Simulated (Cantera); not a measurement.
Input: 1 mol Si, 1.4 mol CO₂, 21 mol CO, held at 8400 Pa.

Method: chemical equilibrium by Gibbs-energy minimisation in Cantera with the NASA 1993 tables (ideal gas, pure condensed phases). Candidate condensed phases: C, Si, SiC, SiO₂; 20 gas species. The tables hold silica as quartz up to 1696 K and as liquid above; real silica turns to tridymite and cristobalite and melts near 1996 K. Kinetics and transport are ignored.

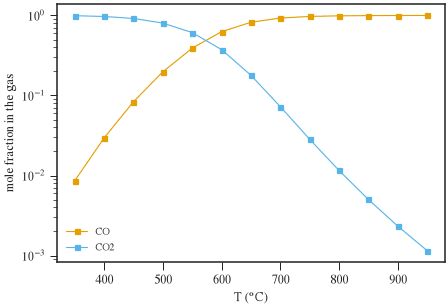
Fig. 1. Equilibrium gas composition (values under 1e-9 drawn at 1e-9)

From 350 °C to 550 °C the condensed part is C(graphite) + SiO₂(α-quartz). From 600 °C to 950 °C the condensed part is C(graphite) + SiO₂(β-quartz).
